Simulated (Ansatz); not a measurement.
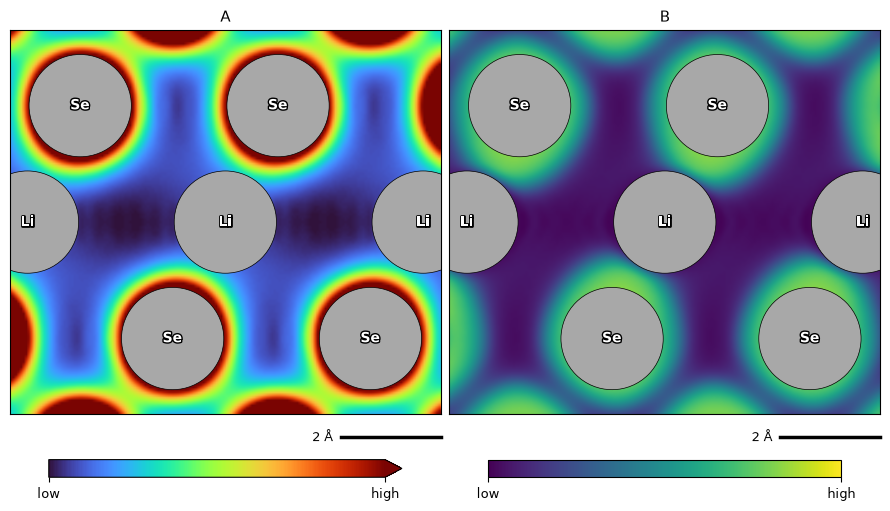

LiSe2: 2 fields on the (110) plane of the conventional cell, with unlabelled colour scales. Grey discs cover the atomic cores.

Space group P-3m1; a structure generated by program, which may or may not match a known phase; computed without spin polarisation.

Theory: Ansatz 0.2.0, DFT PBE+D3(BJ), scalar-relativistic, plane waves, PAW.

**Which field does each panel show? The fields are: electron localisation function and valence pseudo-density.**

Panel A: valence pseudo-density. Panel B: electron localisation function. From the grid: Li–Se (2.56 Å): the density is about 0.27 e/Å³ at the midpoint; the ELF is about 0.75 at the midpoint.
